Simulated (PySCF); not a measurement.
# CrOBr: quartet, from a linear start

Aim: relax CrOBr as a quartet from a linear start, check by its vibrations whether the end is a minimum, and collect its spectrum and constants.

Program: PySCF 2.14.0. Level of theory: B3LYP, basis Cr def2-SVP, O def2-SVP, Br def2-SVP, no relativity, density fitting. These are calculated values, not measurements.

**1. Starting geometry**

3 atoms, charge 0, spin multiplicity 4.

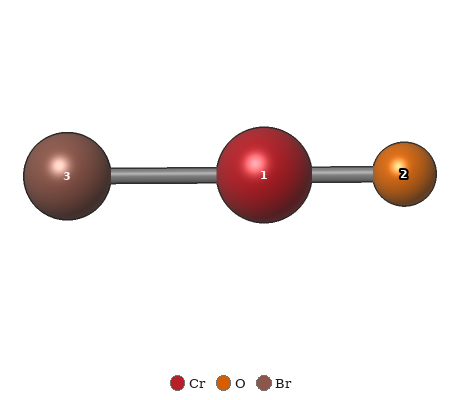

The starting geometry (chromium red, oxygen orange, bromine brown); atoms are numbered from 1 in the order of the file.

```xyz
3
charge 0 multiplicity 4
Cr    0.0000    0.0000    0.0000
O     0.0000    0.0000   -1.6800
Br    0.0000    0.0000    2.3600
```

**2. Finding the electronic state**

The steps below are one call of a driver around PySCF. For each, scf.py gives the equivalent set-up of the SCF; relaxations use the driver's own optimiser. After this first run the driver tries any further starts and a stability analysis.

scf.py

```python
from pyscf import gto, scf, dft
mol = gto.M(atom='''
Cr     0.000000     0.000000     0.000000
O      0.000000     0.000000    -1.680000
Br     0.000000     0.000000     2.360000''',
    basis={'Cr': 'def2-SVP', 'O': 'def2-SVP', 'Br': 'def2-SVP'},
    charge=0, spin=3)
mf = dft.UKS(mol, xc='B3LYP')
mf.grids.atom_grid = (50, 194)
aux = {'Cr': 'def2-universal-JKFIT', 'O': 'def2-universal-JKFIT', 'Br': 'def2-universal-JKFIT'}
mf = mf.density_fit(auxbasis=aux)
mf.conv_tol = 1e-08
mf.diis_space = 10
mf.max_cycle = 60
mf.init_guess = 'minao'
mf.verbose = 4
mf.kernel()
```

On the command line:

```console
OMP_NUM_THREADS=2 python axn.py task.json out
```

What it wrote:

```text
init E= -3692.05349727484
[... the frontier-level lines of each cycle are left out ...]
cycle= 1 E= -3693.02268687321  delta_E= -0.969  |g|= 0.83  |ddm|= 2.19
cycle= 2 E= -3690.55534536319  delta_E= 2.47  |g|=  2.1  |ddm|= 3.15
cycle= 3 E= -3692.96300323671  delta_E= -2.41  |g|= 0.899  |ddm|= 2.91
cycle= 4 E= -3693.24622945672  delta_E= -0.283  |g|= 0.639  |ddm|=    1
cycle= 5 E= -3693.36792936706  delta_E= -0.122  |g|= 0.282  |ddm|= 0.207
cycle= 6 E= -3693.39552880344  delta_E= -0.0276  |g|= 0.103  |ddm|= 0.169
cycle= 7 E= -3693.40039813205  delta_E= -0.00487  |g|= 0.0248  |ddm|= 0.0755
cycle= 8 E= -3693.40105525177  delta_E= -0.000657  |g|= 0.00875  |ddm|= 0.0399
cycle= 9 E= -3693.40132992454  delta_E= -0.000275  |g|= 0.00779  |ddm|= 0.0318
cycle= 10 E= -3693.40153520273  delta_E= -0.000205  |g|= 0.00817  |ddm|= 0.0527
cycle= 11 E= -3693.40156390047  delta_E= -2.87e-05  |g|= 0.00342  |ddm|= 0.00691
cycle= 12 E= -3693.40157134664  delta_E= -7.45e-06  |g|= 0.000763  |ddm|= 0.00485
cycle= 13 E= -3693.40157276117  delta_E= -1.41e-06  |g|= 0.000529  |ddm|= 0.00319
cycle= 14 E= -3693.40157340639  delta_E= -6.45e-07  |g|= 0.000118  |ddm|= 0.00307
cycle= 15 E= -3693.40157344205  delta_E= -3.57e-08  |g|= 4.75e-05  |ddm|= 0.000587
cycle= 16 E= -3693.40157345127  delta_E= -9.21e-09  |g|= 1.7e-05  |ddm|= 0.000314
Extra cycle  E= -3693.40157345232  delta_E= -1.05e-09  |g|= 1.85e-05  |ddm|= 8.5e-05
converged SCF energy = -3693.40157345232  <S^2> = 4.0078455  2S+1 = 4.1269095
```

This step, with its further starts and checks, took 13 s on 2 threads of Arm Neoverse V1, shared host.

The starts that the driver tried:

```
                      start   energy (Eh)
    the minimal-basis guess  -3693.401573
a thermally smeared density  -3693.415337
      a smeared PBE density  -3693.415337
```

This is not the lowest solution: one lies 36.1 kJ/mol lower, at -3693.41534 Eh, and the relaxation starts from that.

**3. Linear start, quartet: relaxation**

The program finds C∞v symmetry in the start, which this walk keeps. Threshold on the gradient: 0.0003 Eh/bohr, with a further test on the energy change.

Changes to scf.py since step 2:

```diff
@@ -3,3 +3,3 @@
-Cr     0.000000     0.000000     0.000000
-O      0.000000     0.000000    -1.680000
-Br     0.000000     0.000000     2.360000''',
+Cr     0.000000     0.000000    -1.085269
+O      0.000000     0.000000    -2.765269
+Br     0.000000     0.000000     1.274731''',
@@ -15 +14,0 @@
-mf.init_guess = 'minao'
```

The optimiser's trace:

```
step   energy (Eh)  change (kJ/mol)  largest symmetric gradient (Eh/bohr)
   0  -3693.415337             0.00                               0.04448
   1  -3693.419070            -9.80                               0.01270
   2  -3693.419257           -10.29                               0.00625
   3  -3693.419302           -10.41                               0.00038
   4  -3693.419302           -10.41                               0.00010
```

The walk took 11 s.

Geometry (Å) and forces (eV/Å) at some steps:

```
step 0
Cr   0.000   0.000  -1.085   0.000   0.000  -2.073
O    0.000   0.000  -2.765   0.000   0.000   2.287
Br   0.000   0.000   1.275   0.000   0.000  -0.214
step 1
Cr   0.000   0.000  -1.104   0.000   0.000  -0.560
O    0.000   0.000  -2.719   0.000   0.000   0.653
Br   0.000   0.000   1.247   0.000   0.000  -0.093
step 2
Cr   0.000   0.000  -1.111   0.000   0.000   0.321
O    0.000   0.000  -2.700   0.000   0.000  -0.314
Br   0.000   0.000   1.235   0.000   0.000  -0.007
step 3
Cr   0.000   0.000  -1.108   0.000   0.000  -0.006
O    0.000   0.000  -2.706   0.000   0.000   0.019
Br   0.000   0.000   1.238   0.000   0.000  -0.014
step 4
Cr   0.000   0.000  -1.108   0.000   0.000   0.005
O    0.000   0.000  -2.705   0.000   0.000  -0.001
Br   0.000   0.000   1.237   0.000   0.000  -0.005
```

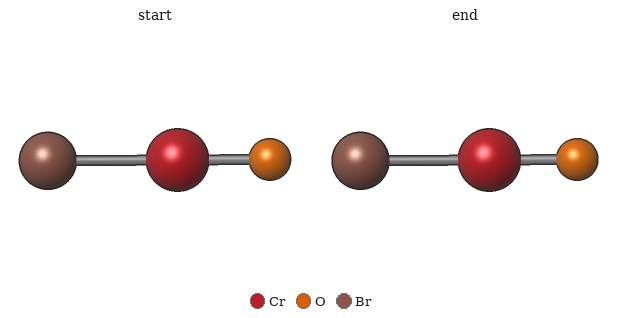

Start and end of the relaxation.

It settles in C∞v symmetry, 10.4 kJ/mol below the start, after 4 steps: Cr–Br 2.345 Å, Cr–O 1.598 Å; Br–Cr–O 180.0°.

**4. Frequencies**

On the finer grid the gradient is checked again; gradients at displacements of ±0.02 bohr then give force constants and infrared intensities.

Changes to scf.py since step 3:

```diff
@@ -3,3 +3,3 @@
-Cr     0.000000     0.000000    -1.085269
-O      0.000000     0.000000    -2.765269
-Br     0.000000     0.000000     1.274731''',
+Cr    -0.000000     0.000000    -1.086313
+O     -0.000000    -0.000000    -2.683433
+Br     0.000000     0.000000     1.258807''',
@@ -9 +9 @@
-mf.grids.atom_grid = (50, 194)
+mf.grids.atom_grid = (75, 302)
@@ -12 +12 @@
-mf.conv_tol = 1e-08
+mf.conv_tol = 1e-10
```

The driver hands on the density of the step before, so the log starts near convergence.

SCF at the final geometry:

```text
init E= -3693.41932941479
[... the frontier-level lines of each cycle are left out ...]
cycle= 1 E= -3693.41932941151  delta_E= 3.28e-09  |g|= 9.21e-05  |ddm|= 6.61e-05
cycle= 2 E= -3693.41932932721  delta_E= 8.43e-08  |g|= 0.000469  |ddm|= 0.000314
cycle= 3 E= -3693.41932941484  delta_E= -8.76e-08  |g|= 1.28e-05  |ddm|= 0.00026
cycle= 4 E= -3693.41932941494  delta_E= -9.78e-11  |g|= 9.06e-07  |ddm|= 1.63e-05
Extra cycle  E= -3693.41932941494  delta_E= -2.27e-12  |g|= 3.23e-06  |ddm|= 2.63e-06
converged SCF energy = -3693.41932941494  <S^2> = 3.9377432  2S+1 = 4.0927953
```

The whole step took 34 s.

Geometry: C∞v; Cr–Br 2.345 Å, Cr–O 1.597 Å; Br–Cr–O 180.0°.

Harmonic modes (main isotopes):

| symmetry | ω (cm⁻¹) | IR (km/mol) | μ (u) | type |
| --- | --- | --- | --- | --- |
| π | 152i | 24.1 | 24.41 | bend |
| σ+ | 296 | 25.0 | 44.23 | stretch |
| σ+ | 935 | 88.0 | 19.45 | stretch |

2 modes are imaginary, the largest at 152i cm⁻¹: a saddle point, not a minimum.

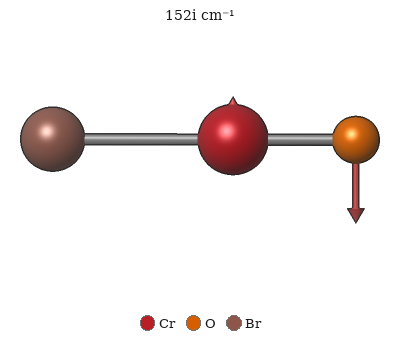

The imaginary mode, as arrows.

Constants and moments:

```
Dipole moment                                                   : 0.10 D
Highest occupied level                                          : -6.87 eV
Lowest empty level                                              : -4.03 eV
Rotational constants                                            : 0.05591 cm⁻¹
Zero-point energy (real modes)                                  : 7.4 kJ/mol
Principal polarisabilities                                      : 31.2, 31.2, 77.5 bohr³
Atomisation energy without zero-point energy                    : 764 kJ/mol
Principal traceless quadrupole moments about the centre of mass : -10.28, 5.14, 5.14 D Å
Spin squared ⟨S²⟩                                               : 3.938
```

Charges (e) and bond orders:

```tsv
atom	Mulliken	Löwdin	polar tensor	spin (Mulliken)	Mayer order to Cr1
Cr1	0.68	0.26	0.96	3.51	–
O2	-0.43	-0.16	-0.47	-0.40	2.03
Br3	-0.25	-0.10	-0.49	-0.11	1.17
```

Outer orbital energies (eV). α occupied: -10.36, -10.36, -9.31, -9.31, -8.93, -8.21, -8.21, -6.87; empty: -4.03, -4.03, -0.32, 1.26. β occupied: -25.24, -20.63, -10.83, -10.57, -10.57, -8.87, -8.36, -8.36; empty: -3.10, -2.48, -2.48, -2.39.

Mulliken populations on Cr1: s 6.52, p 12.36, d 4.43, f 0.01.

**5. Leaving the saddle point**

The start is the last point, displaced along its most imaginary mode.

The program finds Cs symmetry in the start, which this walk keeps.

Changes to scf.py since step 4:

```diff
@@ -3,3 +3,3 @@
-Cr    -0.000000     0.000000    -1.086313
-O     -0.000000    -0.000000    -2.683433
-Br     0.000000     0.000000     1.258807''',
+Cr     0.000034    -0.062120    -1.086299
+O     -0.000067     0.120000    -2.683420
+Br    -0.000009     0.016564     1.258821''',
@@ -9 +9 @@
-mf.grids.atom_grid = (75, 302)
+mf.grids.atom_grid = (50, 194)
@@ -12 +12 @@
-mf.conv_tol = 1e-10
+mf.conv_tol = 1e-08
```

The optimiser's trace:

```
step   energy (Eh)  change (kJ/mol)  largest symmetric gradient (Eh/bohr)
   0  -3693.419875             0.00                               0.01020
   1  -3693.420286            -1.08                               0.00480
   2  -3693.422533            -6.98                               0.01045
   3  -3693.424583           -12.36                               0.01212
   4  -3693.424914           -13.23                               0.00760
   5  -3693.425303           -14.25                               0.00717
   6  -3693.425350           -14.37                               0.00173
   7  -3693.425369           -14.42                               0.00039
   8  -3693.425369           -14.42                               0.00002
```

The walk took 22 s.

Positions (Å) and forces (eV/Å) along the way:

```
step 0
Cr   0.000  -0.062  -1.086   0.000  -0.156  -0.492
O    0.000   0.120  -2.683   0.000   0.063   0.524
Br   0.000   0.017   1.259   0.000   0.093  -0.033
step 1
Cr   0.000  -0.082  -1.091   0.000  -0.248  -0.115
O    0.000   0.131  -2.672   0.000   0.132   0.122
Br   0.000   0.025   1.252   0.000   0.116  -0.007
step 4
Cr   0.000  -0.365  -1.122   0.000   0.108  -0.172
O    0.000   0.297  -2.560   0.000  -0.121   0.389
Br   0.000   0.143   1.172   0.000   0.013  -0.217
step 8
Cr   0.000  -0.436  -1.129   0.000   0.000   0.000
O    0.000   0.337  -2.498   0.000   0.005   0.000
Br   0.000   0.174   1.117   0.000  -0.004   0.001
```

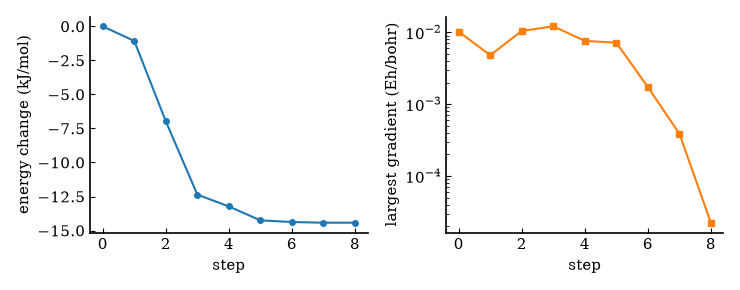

How energy and gradient fall.

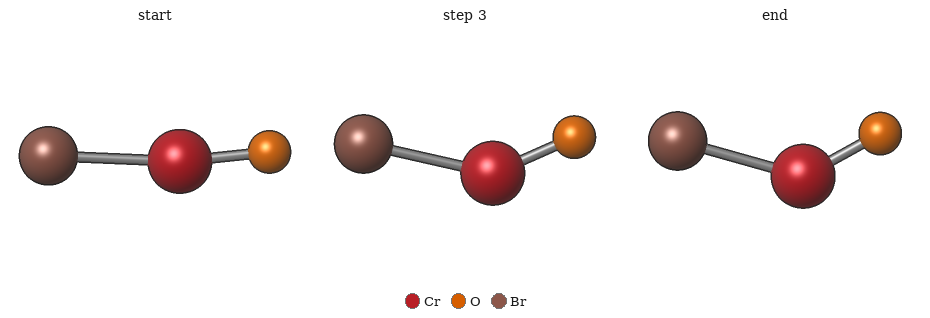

The geometry along the walk, at one scale.

After 8 steps and 14.4 kJ/mol it ends at Cs: Cr–Br 2.327 Å, Cr–O 1.572 Å; Br–Cr–O 135.3°.

**6. Vibrations and properties at this point**

The same treatment as at the point before.

Changes to scf.py since step 5:

```diff
@@ -3,3 +3,3 @@
-Cr     0.000034    -0.062120    -1.086299
-O     -0.000067     0.120000    -2.683420
-Br    -0.000009     0.016564     1.258821''',
+Cr     0.000228    -0.411680    -1.057971
+O     -0.000200     0.361006    -2.426303
+Br    -0.000110     0.197835     1.187977''',
@@ -9 +9 @@
-mf.grids.atom_grid = (50, 194)
+mf.grids.atom_grid = (75, 302)
@@ -12 +12 @@
-mf.conv_tol = 1e-08
+mf.conv_tol = 1e-10
```

Log of the central SCF (cycles and frontier levels):

```text
init E= -3693.42528029392
[... the frontier-level lines of each cycle are left out ...]
cycle= 1 E= -3693.42528029359  delta_E= 3.3e-10  |g|= 2.98e-05  |ddm|= 1.95e-05
cycle= 2 E= -3693.42528028573  delta_E= 7.86e-09  |g|= 0.000146  |ddm|= 9.39e-05
cycle= 3 E= -3693.42528029393  delta_E= -8.2e-09  |g|= 1.25e-06  |ddm|= 7.85e-05
cycle= 4 E= -3693.42528029394  delta_E= -1e-11  |g|= 3.42e-07  |ddm|= 1.72e-06
Extra cycle  E= -3693.42528029394  delta_E= 1.36e-12  |g|= 6.51e-07  |ddm|= 1.6e-06
converged SCF energy = -3693.42528029394  <S^2> = 3.871005  2S+1 = 4.0600517
```

The whole step took 46 s on 2 threads of Arm Neoverse V1, shared host.

Geometry: Cs; Cr–Br 2.327 Å, Cr–O 1.571 Å; Br–Cr–O 135.4°.

Modes, for the most abundant isotopes:

```json
{"symmetry": "a'", "ω (cm⁻¹)": "119", "IR (km/mol)": "14.0", "type": "bend"}
{"symmetry": "a'", "ω (cm⁻¹)": "314", "IR (km/mol)": "39.3", "type": "stretch"}
{"symmetry": "a'", "ω (cm⁻¹)": "1015", "IR (km/mol)": "125", "type": "stretch"}
```

Every mode is real; the point is a minimum.

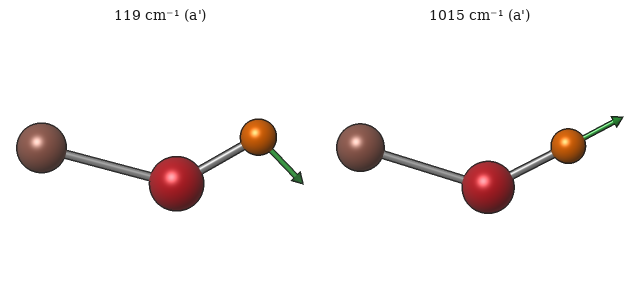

How the atoms move in 2 of the modes.

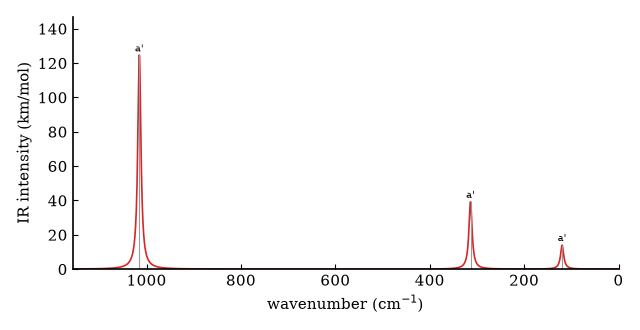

The harmonic infrared spectrum (widths in cm⁻¹). Lines are broadened to a width of 8 cm⁻¹ (Lorentzian).

Properties at this point:

* Dipole moment: 2.30 D
* Highest occupied level: -6.73 eV
* Lowest empty level: -3.81 eV
* Rotational constants: 1.525, 0.06323, 0.06072 cm⁻¹
* Zero-point energy: 8.7 kJ/mol
* Principal polarisabilities: 31.2, 35.3, 67.6 bohr³
* Atomisation energy without zero-point energy: 780 kJ/mol
* Principal traceless quadrupole moments about the centre of mass: -9.64, 3.90, 5.74 D Å
* Entropy at 298.15 K and 1 bar (electronic part: spin only): 306.7 J/(mol K)
* Heat capacity Cp at 298.15 K: 49.7 J/(mol K)
* Enthalpy at 298.15 K above 0 K: 12.90 kJ/mol
* Rotational symmetry number: 1
* Spin squared ⟨S²⟩: 3.871

Populations by atom (charges in e):

```csv
atom,Mulliken,Löwdin,polar tensor,spin (Mulliken),Mayer order to Cr1
Cr1,0.66,0.22,1.16,3.37,–
O2,-0.41,-0.14,-0.64,-0.29,2.14
Br3,-0.25,-0.09,-0.52,-0.08,1.19
```

Outer orbital energies (eV). α occupied: -10.60, -10.33, -9.44, -9.16, -8.66, -7.96, -7.88, -6.73; empty: -3.81, -3.21, -1.13, 1.36. β occupied: -24.98, -20.53, -10.74, -10.48, -10.22, -9.08, -8.27, -8.16; empty: -2.90, -2.23, -2.19, -2.15.

Mulliken populations on Cr1: s 6.45, p 12.43, d 4.46, f 0.01.

**7. The points found, side by side**

| spin | group | bonds | imaginary modes (cm⁻¹) | ΔE (kJ/mol) | with zero-point energy |
| --- | --- | --- | --- | --- | --- |
| quartet | Cs | Cr–Br 2.327 Å, Cr–O 1.571 Å | none | 0.0 | 0.0 |
| quartet | C∞v | Cr–Br 2.345 Å, Cr–O 1.597 Å | 152i, 152i | 15.6 | – |

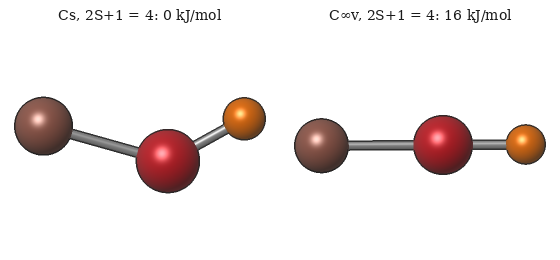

The points, lowest first (chromium red, oxygen orange, bromine brown).

**8. Density, ELF and potential**

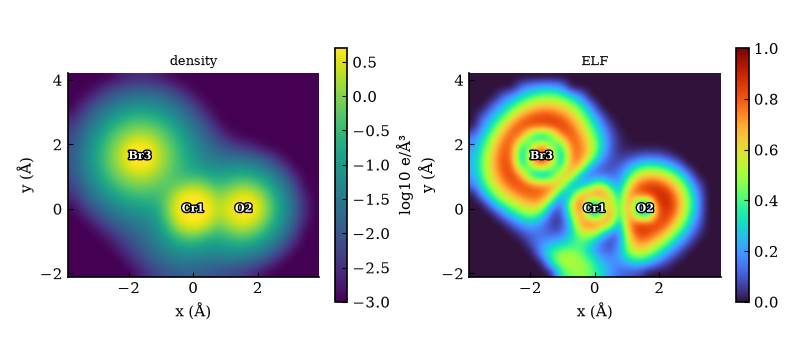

The plane holds Cr1 at (0.00, 0.00), O2 at (1.57, 0.00), Br3 at (-1.66, 1.64) Å. ELF is set to 0 where the density is under 0.005 e/Å³; an orbital's overall sign is arbitrary.

The fields below are evaluated on a grid from the run's orbitals.

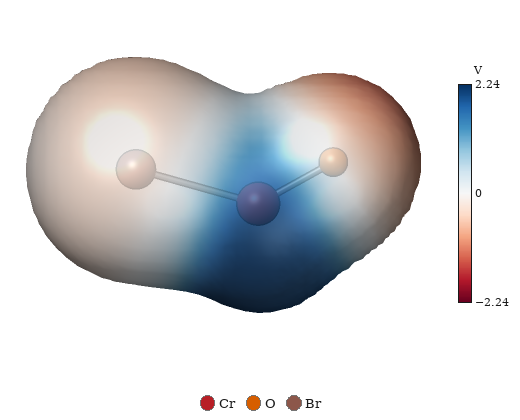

The potential that a unit positive charge feels on the 0.002 e/bohr³ surface, from the 1st to the 99th percentile, from -1.15 V near O2 to 2.24 V near Cr1.

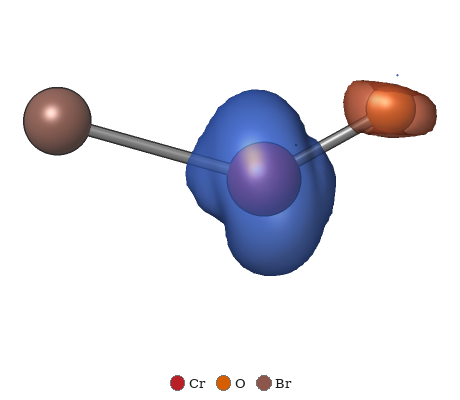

Spin density at ±0.2 e/Å³ (alpha excess blue, beta excess red).

Along Cr1–O2 (1.571 Å) the density is least, 1.94 e/Å³, about 0.79 Å from Cr1; ELF there is 0.32.

Making the fields took 1.5 s.

**9. What came out**

| quantity | value |
| --- | --- |
| minimum | quartet, Cs |
| geometry | Cr–Br 2.327 Å, Cr–O 1.571 Å; Br–Cr–O 135.4° |
| wavenumbers (cm⁻¹) | 119 (a'), 314 (a'), 1015 (a') |
| dipole moment | 2.30 D |
| highest occupied, lowest empty level (either spin) | -6.73, -3.81 eV |
| polar-tensor charge of Cr1 | +1.16 e |
| zero-point energy | 8.7 kJ/mol |
| entropy at 298.15 K | 306.7 J/(mol K) |
| atomisation energy (no zero-point energy) | 780 kJ/mol |
| ⟨S²⟩ | 3.871 |

What this shows: The linear start (C∞v) ends in a minimum of Cs symmetry, after a stop at a second-order saddle point 15.6 kJ/mol higher, from which it was pushed off along an imaginary mode. The strongest infrared band lies at 1015 cm⁻¹ (a', stretch). Most of the spin sits on Cr1 (Mulliken spin 3.37, against 3 for the whole molecule). The first SCF alone would have been 36 kJ/mol too high. Other starts or spin states, not run here, may lie lower. One determinant may miss the lowest occupation of an open d or f shell.

The search up to here took 2.1 min.
